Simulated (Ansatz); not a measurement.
**NaCuS2: relaxing a made-up structure**

This structure for NaCuS2 is made up. Its elements were placed in a known structure type with a cell scaled to their sizes. What cell does the guess relax to, and how far off was it?

Method: DFT, PBEsol, plane-wave PAW, files of the set soft_1, scalar-relativistic, ferromagnetic start, cell and ions relaxed at zero pressure; PAW set soft_1, in the first sound run; inputs show where later runs differ, in Ansatz 0.2.0.

**1. The structure**

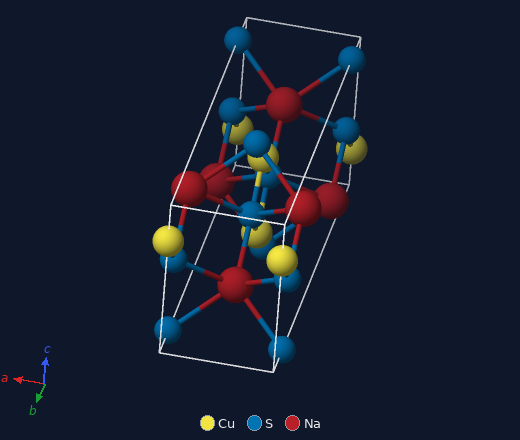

The starting structure, seen from a free direction (copper yellow, sulfur blue, sodium red). This picture shows the conventional cell, with its axes. Some periodic images of atoms are drawn too.

**2. Relaxing cell and atoms**

The guess takes its coordinates from another compound and its volume from a rule, so the cell and any free coordinates are relaxed together.

File input.yaml:

```yaml
crystal:
  lattice:
    - [2.077, -6.436, 0.0]
    - [2.077, 6.436, 0.0]
    - [0.0, 0.0, 6.263]
  atoms:
    - { symbol: Cu, position: [0.0045, 0.9955, 0.75], spin: 0.6 }
    - { symbol: Cu, position: [0.9955, 0.0045, 0.25], spin: 0.6 }
    - { symbol: S, position: [0.8866, 0.1134, 0.99] }
    - { symbol: S, position: [0.1134, 0.8866, 0.01] }
    - { symbol: S, position: [0.8866, 0.1134, 0.51] }
    - { symbol: S, position: [0.1134, 0.8866, 0.49] }
    - { symbol: Na, position: [0.2827, 0.7173, 0.75] }
    - { symbol: Na, position: [0.7173, 0.2827, 0.25] }
magnetization:
  spin_polarized: true
kpoints:
  mp_grid: { grid: [7, 7, 5] }
scf:
  occupations: { method: fermi_dirac, width: 0.05 }
hamiltonian:
  xc: pbesol
  pseudopotentials: { kind: paw, azcp: { folder: soft_1 }, xc_functional: pbe }
relax:
  f_tol: 0.015
  max_steps: 70
  cell: {}
output:
  forces: true
  stress: true
```

Started as:

```
> ansatz run input.yaml --threads 4 --pin off --max-ram 10240MiB --backend cpu --events-out ev --progress --plain --runs-dir out
```

Numbers of over 12 decimals in the logs are rounded to 6 here.

The program printed:

```text
Engine: ansatz 0.2.0, aarch64-unknown-linux-gnu
Pseudopotentials: kind: paw
Pseudopotential: Cu, paw, valence charge 19, recommended cutoff 420 eV (normal), soft_1/Cu.paw.azcp
Pseudopotential: S, paw, valence charge 6, recommended cutoff 420 eV (normal), soft_1/S.paw.azcp
Pseudopotential: Na, paw, valence charge 9, recommended cutoff 420 eV (normal), soft_1/Na.paw.azcp
Functional definition: PBEsol
  exchange = pbesol_x
  correlation = pbesol_c
Crystal: 8 atoms, lattice volume = 167.442 Å³
Basis set: ecut = 420 eV, 3275 PW (Γ), exchange–correlation on 96×96×90 points (8 copies of the dense FFT grid, shifted against one another)
Bands: 49, of which v1, the nominal top of the filled ones, is band 40 counted from 1 (39 counted from 0)
Symmetry: 8 space group operations
Space group: Cmcm (ITA 63), of the structure as read, at distance tolerance 5.5e-5 Å
Magnetic group: BNS 63.457 (UNI 555), of the structure as read, at distance tolerance 5.5e-5 Å
k-points: 48 of 245
Non-local potential: Cu, projectors of the file, l = 0: 3, l = 1: 2, l = 2: 3, l = 3: 1
Non-local potential: S, projectors of the file, l = 0: 2, l = 1: 2, l = 2: 1
Non-local potential: Na, projectors of the file, l = 0: 3, l = 1: 2, l = 2: 1
PAW form: soft (Blöchl's): semilocal exchange-correlation on the pseudo side does not see the compensation charge
PAW frozen core: Cu, regenerated for the run's functional, and the local potential with it (the file was generated under x = pbe(κ = 0.804, μ = 0.219515), c = pbe(β = 0.066725))
PAW frozen core: S, regenerated for the run's functional, and the local potential with it (the file was generated under x = pbe(κ = 0.804, μ = 0.219515), c = pbe(β = 0.066725))
PAW frozen core: Na, regenerated for the run's functional, and the local potential with it (the file was generated under x = pbe(κ = 0.804, μ = 0.219515), c = pbe(β = 0.066725))
PAW one-centre angular grid: Cu, 590 points (default); XC on 64 Gauss nodes
PAW one-centre angular grid: S, 110 points (default); XC on 64 Gauss nodes
PAW one-centre angular grid: Na, 110 points (default); XC on 64 Gauss nodes
Initial density: superposition of atomic densities (chi_scale 0.1, normalization cell, long waves kept (reshape's long-wave potential 0.10 eV rms))
Starting moments: Σ|m| = 1.2 μB on 2 of 8 sites
Initial wavefunctions: pseudopotential atomic-orbital guess
Functional: x = pbesol(κ = 0.804, μ = 0.123457), c = pbesol(β = 0.046)
SCF iter   1: F=—  HF=-19677.320224 eV  |F-HF|=—  |Δ(HF+E_count)|=         —  Δρ=1.08e-1 (↑1.08e-1 ↓5.93e-2)  dr2=3.96e1  dr2_m=1.14e0  M=0.043 μB ∫|m|=0.371 μB  β_m=0.30  ethr=3.10e-3  ⟨swp⟩=8.6  Hψ=20556  notcnv=0  defer=23
preconditioner: auto → Kerker (q_TF=auto, 2.412 Å⁻¹)  [metal: Δε(μ)=0.083 eV  Ē_g=8.355 eV  σ=0.050 eV  W_gap=0.37  n_scr=44 (ndim 8)  ℏωp=19.9 eV  f_vac=0.052  D(μ)=0.62/eV (n_scr^D=0)]
spin=Collinear: Kerker preconditioning applied to the charge; magnetization (m = ρ↑ − ρ↓) channel mixes plain (no charge-response kernel on spin).
SCF iter   2: F=—  HF=-19673.887970 eV  |F-HF|=—  |Δ(HF+E_count)|=    3.43e0  Δρ=4.43e-2 (↑1.85e-2 ↓4.43e-2)  dr2=3.20e0  dr2_m=7.45e-1  M=0.049 μB ∫|m|=0.189 μB  β_m=0.30  ethr=3.10e-3  ⟨swp⟩=3.9  Hψ=12391  notcnv=0  defer=276
SCF iter   3: F=—  HF=-19672.903898 eV  |F-HF|=—  |Δ(HF+E_count)|=   9.84e-1  Δρ=2.96e-2 (↑2.96e-2 ↓1.44e-2)  dr2=3.30e0  dr2_m=3.80e-1  M=0.037 μB ∫|m|=0.184 μB  β_m=0.30  ethr=3.10e-3  ⟨swp⟩=2.2  Hψ=9437  notcnv=0  defer=287
SCF iter   4: F=—  HF=-19672.123520 eV  |F-HF|=—  |Δ(HF+E_count)|=   7.80e-1  Δρ=1.65e-2 (↑1.09e-2 ↓1.65e-2)  dr2=3.08e-1  dr2_m=2.22e-1  M=0.036 μB ∫|m|=0.129 μB  β_m=0.30  ethr=3.10e-3  ⟨swp⟩=3.2  Hψ=8847  notcnv=0  defer=282
SCF iter   5: F=—  HF=-19672.140491 eV  |F-HF|=—  |Δ(HF+E_count)|=   1.70e-2  Δρ=1.91e-2 (↑3.91e-3 ↓1.91e-2)  dr2=4.68e-1  dr2_m=1.30e-1  M=0.024 μB ∫|m|=0.094 μB  β_m=0.30  ethr=3.85e-4  ⟨swp⟩=3.2  Hψ=9281  notcnv=0  defer=277
SCF iter   6: F=—  HF=-19672.099734 eV  |F-HF|=—  |Δ(HF+E_count)|=   4.08e-2  Δρ=1.05e-2 (↑4.13e-3 ↓1.05e-2)  dr2=1.05e-1  dr2_m=7.24e-2  M=0.016 μB ∫|m|=0.076 μB  β_m=0.30  ethr=3.85e-4  ⟨swp⟩=2.1  Hψ=7203  notcnv=0  defer=272
Mixer restart at iter 6: flushing history
spin-set hold released at iteration 6 (site moments contracting): the magnetisation degrees of freedom join the quasi-Newton model from the next iteration; the mixer history was flushed
SCF iter   7: F=—  HF=-19672.088952 eV  |F-HF|=—  |Δ(HF+E_count)|=   1.08e-2  Δρ=5.71e-3 (↑5.12e-3 ↓5.71e-3)  dr2=2.75e-2  dr2_m=4.05e-2  M=0.012 μB ∫|m|=0.062 μB  β_m=0.54  ethr=1.31e-4  ⟨swp⟩=1.9  Hψ=4933  notcnv=0  defer=272
SCF iter   8: F=—  HF=-19672.102491 eV  |F-HF|=—  |Δ(HF+E_count)|=   1.35e-2  Δρ=5.31e-3 (↑1.74e-3 ↓5.31e-3)  dr2=6.28e-2  dr2_m=5.32e-3  M=0.005 μB ∫|m|=0.027 μB  β_m=0.46  ethr=3.43e-5  ⟨swp⟩=2.0  Hψ=8989  notcnv=0  defer=272
SCF iter   9: F=—  HF=-19672.092428 eV  |F-HF|=—  |Δ(HF+E_count)|=   1.01e-2  Δρ=2.22e-3 (↑2.22e-3 ↓8.68e-4)  dr2=1.56e-2  dr2_m=8.67e-4  M=0.002 μB ∫|m|=0.015 μB  β_m=0.73  ethr=3.43e-5  ⟨swp⟩=2.1  Hψ=9008  notcnv=0  defer=265
SCF iter  10: F=—  HF=-19672.093453 eV  |F-HF|=—  |Δ(HF+E_count)|=   1.03e-3  Δρ=4.42e-4 (↑4.42e-4 ↓3.95e-4)  dr2=2.97e-3  dr2_m=7.76e-6  M=0.000 μB ∫|m|=0.002 μB  β_m=0.70  ethr=1.96e-5  ⟨swp⟩=1.3  Hψ=5539  notcnv=0  defer=265
SCF iter  11: F=—  HF=-19672.093389 eV  |F-HF|=—  |Δ(HF+E_count)|=   6.40e-5  Δρ=2.13e-4 (↑2.13e-4 ↓1.88e-4)  dr2=1.34e-3  dr2_m=3.19e-6  M=-0.000 μB ∫|m|=0.001 μB  β_m=0.85  ethr=3.71e-6  ⟨swp⟩=2.0  Hψ=5011  notcnv=0  defer=265
SCF iter  12: F=—  HF=-19672.093437 eV  |F-HF|=—  |Δ(HF+E_count)|=   4.77e-5  Δρ=1.85e-4 (↑1.67e-4 ↓1.85e-4)  dr2=2.90e-4  dr2_m=2.21e-7  M=-0.000 μB ∫|m|=0.000 μB  β_m=0.92  ethr=1.67e-6  ⟨swp⟩=2.0  Hψ=5605  notcnv=0  defer=265
SCF iter  13: F=—  HF=-19672.093461 eV  |F-HF|=—  |Δ(HF+E_count)|=   2.41e-5  Δρ=4.91e-5 (↑2.74e-5 ↓4.91e-5)  dr2=7.68e-6  dr2_m=2.59e-7  M=-0.000 μB ∫|m|=0.000 μB  β_m=0.96  ethr=3.62e-7  ⟨swp⟩=2.0  Hψ=6100  notcnv=0  defer=265
SCF iter  14: F=—  HF=-19672.093495 eV  |F-HF|=—  |Δ(HF+E_count)|=   3.37e-5  Δρ=1.13e-5 (↑1.13e-5 ↓9.08e-6)  dr2=1.20e-6  dr2_m=4.63e-9  M=-0.000 μB ∫|m|=0.000 μB  β_m=0.98  ethr=9.60e-9  ⟨swp⟩=2.1  Hψ=6458  notcnv=0  defer=265
SCF iter  15: F=—  HF=-19672.093495 eV  |F-HF|=—  |Δ(HF+E_count)|=   7.07e-7  Δρ=4.06e-6 (↑3.38e-6 ↓4.06e-6)  dr2=2.09e-7  dr2_m=5.82e-9  M=0.000 μB ∫|m|=0.000 μB  β_m=0.99  ethr=1.50e-9  ⟨swp⟩=2.1  Hψ=6219  notcnv=0  defer=265
[...]
relax step   6: F+E_penalty+E_count = -19672.51786047 eV  Δ(F+E_penalty+E_count) = -8.868e-3 eV  max|allowed force component| = 3.059e-3 eV/Å  Δτ_max = 0.0000 Å  P = +0.096 GPa  Ω = 184.891 Å³  stress off target by 1.86e-1 GPa  SCF on the basis re-selected at this cell (its energy is not comparable with the rows above)  (11 SCF iters)
[...]
relax step   7: F+E_penalty+E_count = -19672.51868353 eV  Δ(F+E_penalty+E_count) = -8.231e-4 eV  max|allowed force component| = 5.763e-3 eV/Å  Δτ_max = 0.0133 Å  P = -0.012 GPa  Ω = 186.014 Å³  energy of the carried Pulay correction = -1.410e-4 eV  (7 SCF iters, dr2 threshold 8.62e-8 eV, accepted)
[...]
relax step   8: F+E_penalty+E_count = -19672.51875128 eV  Δ(F+E_penalty+E_count) = -6.775e-5 eV  max|allowed force component| = 2.029e-3 eV/Å  Δτ_max = 0.0044 Å  P = -0.010 GPa  Ω = 186.254 Å³  energy of the carried Pulay correction = -1.643e-4 eV  (9 SCF iters, accepted)
iter 1 solved again at ethr=1.78e-6 eV; its pass at ethr=3.10e-3 eV (dr2=1.42e-3 eV) is discarded
SCF iter   1: F=—  HF=-19672.516518 eV  |F-HF|=—  |Δ(HF+E_count)|=         —  Δρ=9.17e-5 (↑9.17e-5 ↓9.17e-5)  dr2=1.98e-6  dr2_m=2.30e-14  M=-0.000 μB ∫|m|=0.000 μB  β_m=0.30  ethr=1.78e-6  ⟨swp⟩=3.3  Hψ=32400  notcnv=0
eigensolver tolerance schedule: the retry pair's looser diagonalisation over-reported the residual by 718.91 of it (diagonalisation noise at 0.70 of the residual, at the tolerance the schedule requests for it); recorded, not acted on — ethr = c·dr2/N_el stays at c = 1.0e-1
spin=Collinear: Resta preconditioning applied to the charge; magnetization (m = ρ↑ − ρ↓) channel mixes plain (no charge-response kernel on spin).
SCF iter   2: F=—  HF=-19672.517701 eV  |F-HF|=—  |Δ(HF+E_count)|=   1.18e-3  Δρ=6.48e-5 (↑6.48e-5 ↓6.48e-5)  dr2=9.76e-7  dr2_m=1.31e-14  M=-0.000 μB ∫|m|=0.000 μB  β_m=0.40  ethr=2.47e-9  ⟨swp⟩=3.0  Hψ=9318  notcnv=0
SCF iter   3: F=—  HF=-19672.518450 eV  |F-HF|=—  |Δ(HF+E_count)|=   7.49e-4  Δρ=4.01e-5 (↑4.01e-5 ↓4.01e-5)  dr2=5.01e-7  dr2_m=4.94e-15  M=-0.000 μB ∫|m|=0.000 μB  β_m=0.43  ethr=1.22e-9  ⟨swp⟩=2.0  Hψ=6964  notcnv=0
SCF iter   4: F=—  HF=-19672.518866 eV  |F-HF|=—  |Δ(HF+E_count)|=   4.17e-4  Δρ=1.25e-5 (↑1.25e-5 ↓1.25e-5)  dr2=4.26e-8  dr2_m=3.51e-15  M=-0.000 μB ∫|m|=0.000 μB  β_m=0.51  ethr=6.27e-10  ⟨swp⟩=2.0  Hψ=7028  notcnv=0
SCF iter   5: F=—  HF=-19672.518911 eV  |F-HF|=—  |Δ(HF+E_count)|=   4.45e-5  Δρ=2.06e-6 (↑2.06e-6 ↓2.06e-6)  dr2=1.10e-8  dr2_m=4.01e-16  M=-0.000 μB ∫|m|=0.000 μB  β_m=0.68  ethr=5.32e-11  ⟨swp⟩=2.0  Hψ=7410  notcnv=0
SCF iter   6: F=—  HF=-19672.518912 eV  |F-HF|=—  |Δ(HF+E_count)|=   9.93e-7  Δρ=4.24e-7 (↑4.24e-7 ↓4.24e-7)  dr2=2.03e-9  dr2_m=4.18e-16  M=-0.000 μB ∫|m|=0.000 μB  β_m=0.84  ethr=1.37e-11  ⟨swp⟩=2.0  Hψ=6836  notcnv=0
SCF iter   7: F=—  HF=-19672.518907 eV  |F-HF|=—  |Δ(HF+E_count)|=   4.64e-6  Δρ=2.32e-7 (↑2.32e-7 ↓2.32e-7)  dr2=5.24e-10  dr2_m=4.95e-16  M=-0.000 μB ∫|m|=0.000 μB  β_m=0.88  ethr=2.54e-12  ⟨swp⟩=3.0  Hψ=8116  notcnv=0
SCF iter   8: F=—  HF=-19672.518907 eV  |F-HF|=—  |Δ(HF+E_count)|=   1.39e-9  Δρ=2.30e-7 (↑2.30e-7 ↓2.29e-7)  dr2=2.11e-10  dr2_m=8.24e-17  M=0.000 μB ∫|m|=0.000 μB  β_m=0.94  ethr=1.00e-12  ⟨swp⟩=2.0  Hψ=6684  notcnv=0
SCF iter   9: F=-19672.518907 eV  HF=-19672.518907 eV  |F-HF|=2.91e-11  |Δ(HF+E_count)|=  2.91e-11  Δρ=6.30e-8 (↑6.30e-8 ↓6.30e-8)  dr2=2.55e-11  dr2_m=2.45e-17  M=-0.000 μB ∫|m|=0.000 μB  ethr=1.00e-12  ⟨swp⟩=3.1  Hψ=15608  notcnv=0
the starting moments were not kept: the SCF closed with an absolute magnetisation of 1.2e-9 μB, where they sum to 1.2 μB in size (2 sites). That is at most 0.1 of that sum. Measured as dr2_m measures the in/out step, that magnetisation stands 0 eV from none, at or under the dr2_threshold of 8.0e-11 eV: it is no larger than a step whose dr2_m would equal this threshold.
SCF 9 converged in 9 iterations: F = -19672.518907 eV  dr2 = 2.55e-11
relax step   9: F+E_penalty+E_count = -19672.51890725 eV  Δ(F+E_penalty+E_count) = -1.560e-4 eV  max|allowed force component| = 2.051e-3 eV/Å  Δτ_max = 0.0000 Å  P = -0.012 GPa  Ω = 186.254 Å³  stress off target by 1.98e-2 GPa  SCF on the basis re-selected at this cell (its energy is not comparable with the rows above)  (9 SCF iters)
basis re-selected at this cell: Δ(F+E_penalty+E_count) = -1.560e-4 eV, ΔP = -0.002 GPa vs the last step (what re-selecting the basis moved, of the pressure what is left beyond the Pulay correction that the steps carried, after the strain that the cell walked since its last selection, with what the two solves' SCF thresholds leave and, on support functions, any second-order correction that the steps lacked; it is no m [...]
SCF converged after 9 iterations
Magnetization: -0.0000 μB (40.0000 up, 40.0000 down)
Absolute magnetization: 0.0000 μB (∫|ρ↑−ρ↓|, with the PAW one-centre terms)
Spin contamination: 0.0000 ħ² per cell (⟨S²⟩ above its minimum at these occupations)
Per-site moments (μB) at R_I (Å): [(3.9806088776484354e-11, 0.900285), (3.9806158703843584e-11, 0.900285), (-2.3918602075102805e-11, 0.900285), (-2.3918592474922645e-11, 0.900285), (-2.3918563378140054e-11, 0.900285), (-2.391847099706077e-11, 0.900285), (4.181320436382251e-12, 1.207521), (4.181170894350741e-12, 1.207521)]
Free energy (F): -19672.518907 eV
Harris-Foulkes:  -19672.518907 eV  (|F-HF|=2.91e-11)
Internal energy: -19672.517705 eV  (E = F + TS)
E sigma→0 (E₀):  -19672.518306 eV
Entropy (-TS):   -0.001202 eV (-0.150 meV/atom)
Fermi energy:    3.803194 eV
--- Per-component energies (eV) ---
  E_band       = -1680.306564
  E_kinetic    = 1172.381446
  E_local      = -18205.068512  (includes V_loc(G=0)·N_el)
  E_nonlocal   = 2464.505146
  E_hartree    = 7590.965274
  E_xc         = -561.953681
  E_vxc        = -602.023201  (∫ρ·V_xc dr)
  E_paw        = -6481.664381  (= ΣΔE_a)
  E_vpaw       = -1692.034498  (= ΣTr[D̂ρ^β])
  E_aug_tail   = 0.002040  (compensation charges beyond the density's cutoff)
  E_ewald      = -5652.454627
  E_core_change = 0.769590  (= ΣΔE_core)
  E_smearing   = -0.001202  (= −TS)
  E_closure    = -0.000000  (closes the sum)
  Σ components = -19672.518907   (vs F -19672.518907, Δ=0.00e0)
--- Forces (eV/Å), atoms counted from 1 ---
  atom   1  Cu     0.00000000    -0.00066355     0.00000000
  atom   2  Cu     0.00000000     0.00066355     0.00000000
  atom   3  S     -0.00000000    -0.00205112    -0.00085520
  atom   4  S     -0.00000000     0.00205112     0.00085520
  atom   5  S     -0.00000000    -0.00205112     0.00085520
  atom   6  S     -0.00000000     0.00205112    -0.00085520
  atom   7  Na     0.00000000     0.00145376     0.00000000
  atom   8  Na     0.00000000    -0.00145376     0.00000000
  max |Σ_I F_I| component: 4.16e-17 eV/Å
--- Stress (GPa, compression-positive) ---
        0.003264       0.000000       0.000000
        0.000000      -0.019769       0.000000
        0.000000       0.000000      -0.019802
  P = ⅓ Tr σ = -0.0121 GPa (-0.121 kbar)
--- Relaxed structure (7 steps of the walk, 7 accepted, 2 SCFs on fresh bases) ---
  F+E_penalty+E_count = -19672.51890725 eV   max|allowed force component| = 2.051e-3 eV/Å   (the final SCF, on the basis selected at the relaxed cell)
  cell:  # Å, volume = 186.2543 Å³
    - [2.318541, -6.140891, 0.0]
    - [2.318541, 6.140891, 0.0]
    - [0.0, 0.0, 6.540788]
  atoms:
    - { symbol: Cu, position: [0.00314665, 0.996853, 0.750000] }
    - { symbol: Cu, position: [0.996853, 0.00314665, 0.25] }
    - { symbol: S, position: [0.882164, 0.117836, 0.995123] }
    - { symbol: S, position: [0.117836, 0.882164, 0.00487669] }
    - { symbol: S, position: [0.882164, 0.117836, 0.504877] }
    - { symbol: S, position: [0.117836, 0.882164, 0.495123] }
    - { symbol: Na, position: [0.317896, 0.682104, 0.750000] }
    - { symbol: Na, position: [0.682104, 0.317896, 0.25] }
```

Run time: 78 s. Hardware: 4 threads of Arm Neoverse V2, shared host; peak memory 0.81 GiB; 5.1 min of CPU time.

The steps of the relaxation:

| step | energy less that of the first step (eV) | largest force component (eV/Å) | pressure (GPa) | volume (Å³) |
| --- | --- | --- | --- | --- |
| 1 | 0.0000 | 0.4473 | 4.23 | 167.44 |
| 2 | -0.3377 | 0.2251 | 1.30 | 176.57 |
| 3 | -0.3994 | 0.0834 | -0.18 | 186.77 |
| 4 | -0.4153 | 0.0219 | -0.02 | 184.95 |
| 5 | -0.4155 | 0.0032 | 0.01 | 184.89 |
| 6* | -0.4244 | 0.0031 | 0.10 | 184.89 |
| 7 | -0.4252 | 0.0058 | -0.01 | 186.01 |
| 8 | -0.4253 | 0.0020 | -0.01 | 186.25 |
| 9* | -0.4254 | 0.0021 | -0.01 | 186.25 |

Relaxation steps marked * repeat the geometry before them on a plane-wave basis chosen anew for their cell, so energy and pressure can jump there.

Forces are held to the 8 operations that the run works with; a distortion that breaks them can't arise in this run.

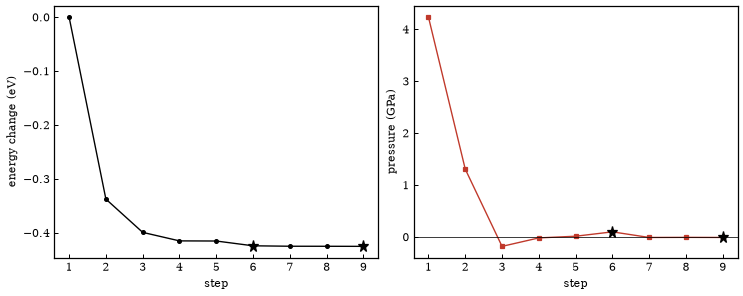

Energy and pressure along the relaxation. Stars mark steps on a basis chosen anew.

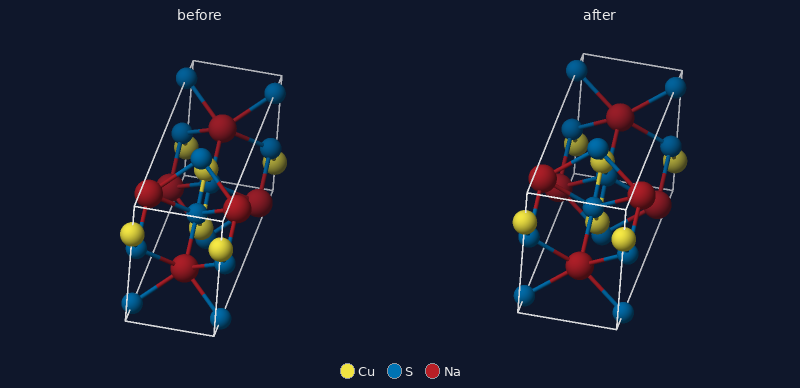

The structure before and after the relaxation, drawn at the same scale.

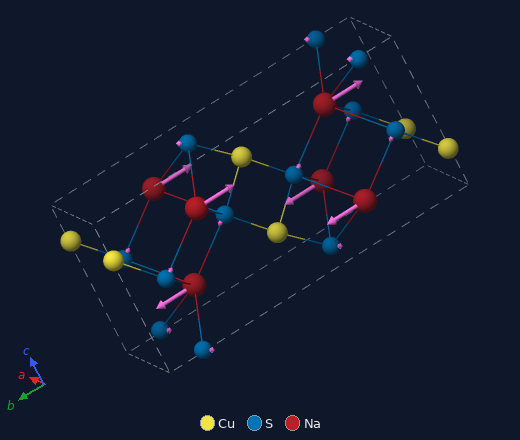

Displacements in the relaxation, exaggerated, measured against the changing cell; the longest in the cell stands for 0.43 Å. Some periodic images of atoms are drawn too.

```
conventional cell, symmetrised  before   after   change
                         a (Å)   4.154   4.637  +11.6 %
                         b (Å)  12.872  12.282   -4.6 %
                         c (Å)   6.263   6.541   +4.4 %
              volume (Å³/atom)   20.93   23.28  +11.2 %
```

The atoms that moved most (Å, as changes of fractional coordinates times the final cell):

| atom | dx | dy | dz | length |
| --- | --- | --- | --- | --- |
| Na7 | 0.000 | -0.432 | 0.000 | 0.432 |
| Na8 | 0.000 | 0.432 | 0.000 | 0.432 |
| S3 | 0.000 | 0.054 | 0.034 | 0.064 |
| S4 | 0.000 | -0.054 | -0.034 | 0.064 |
| S5 | 0.000 | 0.054 | -0.034 | 0.064 |
| S6 | 0.000 | -0.054 | 0.034 | 0.064 |
| Cu2 | 0.000 | -0.017 | 0.000 | 0.017 |
| Cu1 | 0.000 | 0.017 | 0.000 | 0.017 |

The relaxed structure:

```cif
data_structure
_symmetry_space_group_name_H-M 'P 1'
_symmetry_Int_Tables_number 1
_cell_length_a 6.5640
_cell_length_b 6.5640
_cell_length_c 6.5408
_cell_angle_alpha 90.000
_cell_angle_beta 90.000
_cell_angle_gamma 138.631
_cell_volume 186.25
loop_
_atom_site_label
_atom_site_type_symbol
_atom_site_fract_x
_atom_site_fract_y
_atom_site_fract_z
_atom_site_occupancy
Cu1 Cu 0.00315 0.99685 0.75000 1
Cu2 Cu 0.99685 0.00315 0.25000 1
S3 S 0.88216 0.11784 0.99512 1
S4 S 0.11784 0.88216 0.00488 1
S5 S 0.88216 0.11784 0.50488 1
S6 S 0.11784 0.88216 0.49512 1
Na7 Na 0.31790 0.68210 0.75000 1
Na8 Na 0.68210 0.31790 0.25000 1
```

Numbers from this step:

* free energy: -19672.5189 eV
* energy at zero smearing: -19672.5183 eV
* smearing term TS: 0.001202 eV
* Fermi energy: 3.803 eV
* gap by band count: 0.3219 eV
* electrons: 80
* symmetry operations: 8
* pressure: -0.01210 GPa

The shortest distance of each pair, which need not be the same contact before and after:

```csv
pair,guess (Å),relaxed (Å)
Cu–S,2.136,2.183
S–S,2.922,2.895
Na–S,2.720,2.927
Cu–Na,3.531,3.248
Cu–Cu,3.134,3.271
```

The relaxation ends with a largest force component of 0.0021 eV/Å and a pressure of -0.01 GPa. The starting moments have collapsed: the run ends non-magnetic.

(Continued in part 2 of 2.)

[Logs are printed without paths, hosts, clocks, repeated set-up lines and the standing remarks that a program may print on its own settings, such as how far it seeks lower states.]

[Hosts, paths, dates, database ids (printed as entryN), source tags and the programs' standing remarks are cut or masked in the printed files.]
